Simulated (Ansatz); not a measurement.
# Calculations on CH5BCl

### Relaxation

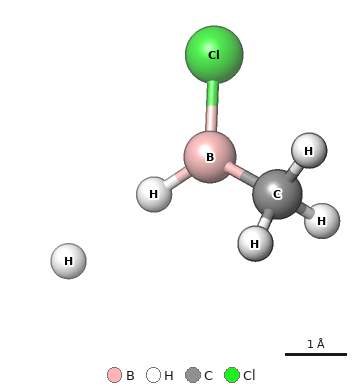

CH5BCl (multiplicity 2), before the relaxation. Style: ball-and-stick. Shown at a tilt.

The run prepares an end point of a later path (reaction) calculation, from a guessed geometry.

These are results of UKS BHLYP-D4/6-31G* in Ansatz, not measurements.

The input:
```yaml
crystal:
  periodic: [false, false, false]
  atoms:
    - { symbol: B, position_ang: [0.010464, 0.018596, -0.075408] }
    - { symbol: H, position_ang: [-0.070959, -0.024763, 1.111314] }
    - { symbol: C, position_ang: [1.362986, 0.036982, -0.839886] }
    - { symbol: H, position_ang: [1.676371, -1.004952, -0.960162] }
    - { symbol: H, position_ang: [1.299282, 0.468537, -1.83546] }
    - { symbol: H, position_ang: [2.153742, 0.530112, -0.278739] }
    - { symbol: Cl, position_ang: [-1.523419, -0.005902, -0.942914] }
    - { symbol: H, position_ang: [-0.014166, -0.018709, 2.975455] }
magnetization:
  spin_polarized: true
  initial_magnetization: 1
basis:
  gaussian: { orbitals: "6-31G*" }
hamiltonian:
  xc: { name: BHLYP }
  dispersion: d4
relax:
  f_tol: 0.03
  max_steps: 50
output:
  orbitals: {}
```

Run as
```bash
ansatz run input.yaml --threads 1 --pin off --max-ram 2048MiB --backend cpu --events-out ev --progress --plain --runs-dir out
```

Question: Predict the outcome.

Answer: After 6 geometry steps the energy has fallen by 0.96 kcal/mol. Largest force component: 0.16 eV/Å at the start, 0.018 eV/Å at the end. The largest move after the best rigid fit is that of H8, 0.60 Å. By element the largest moves are H 0.60 Å, Cl 0.20 Å, B 0.10 Å, C 0.09 Å. Some distances before and after: B1–H2 1.190 → 1.185 Å. Among the angles between lasting bonds that change: B1–C3–H6 112.6° → 110.6°.

History of the run:

```csv
step,"E − E(0), kcal/mol","largest force component, eV/Å"
0,0.00,0.1574
1,-0.21,0.1523
2,-0.59,0.3147
3,-0.82,0.2461
4,-0.92,0.1529
5,-0.93,0.0776
6,-0.96,0.0181
```

Final geometry:

```xyz
8

B     0.0182    0.0015   -0.1726
H    -0.0558   -0.1603    0.9987
C     1.3717    0.0241   -0.9330
H     1.7989   -0.9813   -0.8955
H     1.3016    0.3240   -1.9734
H     2.0888    0.6639   -0.4197
Cl   -1.5164    0.1825   -1.0136
H    -0.1128   -0.0545    3.5634
```

The end point in the same view:

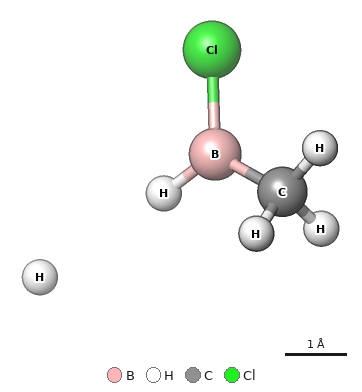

### Relaxation

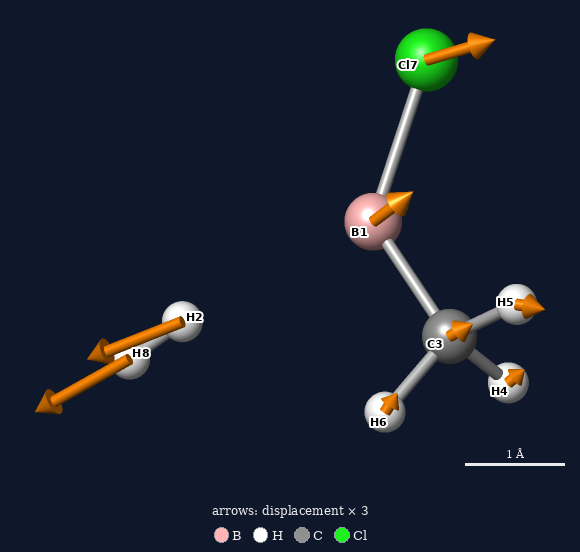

This is a relaxation of CH5BCl (multiplicity 2). The starting structure is drawn; orange arrows show the displacements, magnified 3 times. The two geometries are superimposed by the best rigid fit.

A ball-and-stick model, seen at a tilt.

The run prepares an end point of a later path (reaction) calculation, from a guessed geometry.

Theory: Ansatz, UKS BHLYP-D4/6-31G*.

Input file:
```yaml
crystal:
  periodic: [false, false, false]
  atoms:
    - { symbol: B, position_ang: [-0.146326, 0.052052, -0.359778] }
    - { symbol: H, position_ang: [0.049032, -0.018027, 2.028216] }
    - { symbol: C, position_ang: [1.315018, 0.03842, -0.879577] }
    - { symbol: H, position_ang: [1.640239, -1.005179, -0.906753] }
    - { symbol: H, position_ang: [1.414907, 0.437036, -1.887844] }
    - { symbol: H, position_ang: [1.999845, 0.557088, -0.213779] }
    - { symbol: Cl, position_ang: [-1.575128, -0.014521, -1.346306] }
    - { symbol: H, position_ang: [0.196713, -0.04697, 2.720022] }
magnetization:
  spin_polarized: true
  initial_magnetization: 1
basis:
  gaussian: { orbitals: "6-31G*" }
hamiltonian:
  xc: { name: BHLYP }
  dispersion: d4
relax:
  f_tol: 0.03
  max_steps: 50
```

Launched with:
```bash
ansatz run input.yaml --threads 1 --pin off --max-ram 2048MiB --backend cpu --events-out ev --progress --plain --runs-dir out
```

> Atoms of which element are displaced furthest, and by how much?

Hydrogen: up to 0.40 Å, against 0.27 Å for chlorine.

> What happened in the run?

After 4 geometry steps the energy has fallen by 6.27 kJ/mol. The largest force component goes from 1.4 to 0.011 eV/Å. H8 moves most after the best rigid fit: 0.40 Å. By element the largest moves are H 0.40 Å, Cl 0.27 Å, B 0.19 Å, C 0.10 Å. Among the contacts that change: H2–H8 0.708 → 0.737 Å.

Limits of the set-up: the start holds two separate molecules, 2.4 Å apart at their closest, whose relative position is a soft coordinate.

### Path

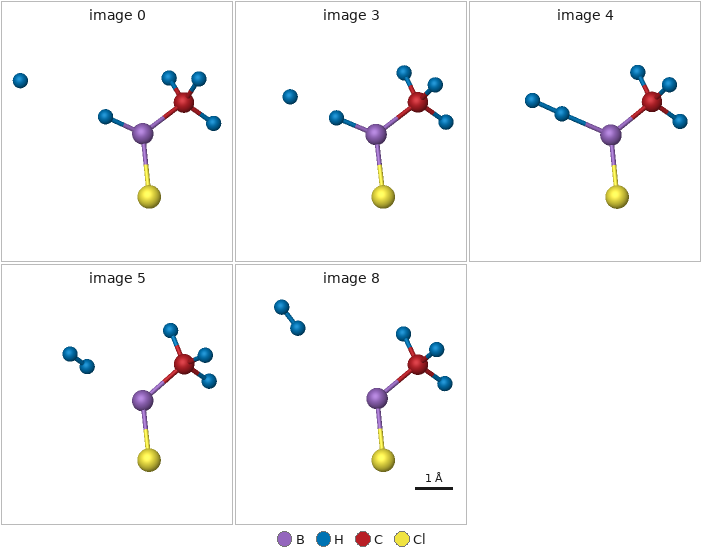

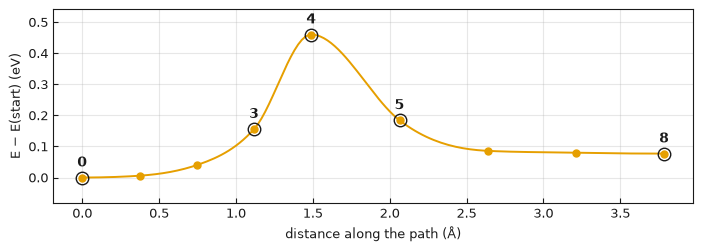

NEB run on CH5BCl (multiplicity 2), made up at the start of CH4BCl and H. Images are numbered from 0 (start) to 8 (end). Style: ball-and-stick. Shown at a tilt.

All numbers below come from Ansatz, UKS BHLYP-D4/6-31G*. Settings: 7 movable images; climbing image; force threshold 0.05 eV/Å; iteration limit 60; starting path through a guess of the saddle point.

What happens along the path, and what is the barrier?

The highest point, image 4, lies 0.46 eV above the start and 0.38 eV above the end; the end is at +0.08 eV relative to the start. A hydrogen atom shifts from one atom to another. Breaking: B–H (1.18 → 2.97 Å). Forming: H–H (2.57 → 0.74 Å). The band converged in 14 iterations, with a climbing image at the top.

Limits of the set-up: the start holds two separate molecules, 2.6 Å apart at their closest, whose relative position is a soft coordinate.

Cost: 5.6 min on 1 thread of Arm Neoverse V1 (shared host), peak memory 0.14 GiB.
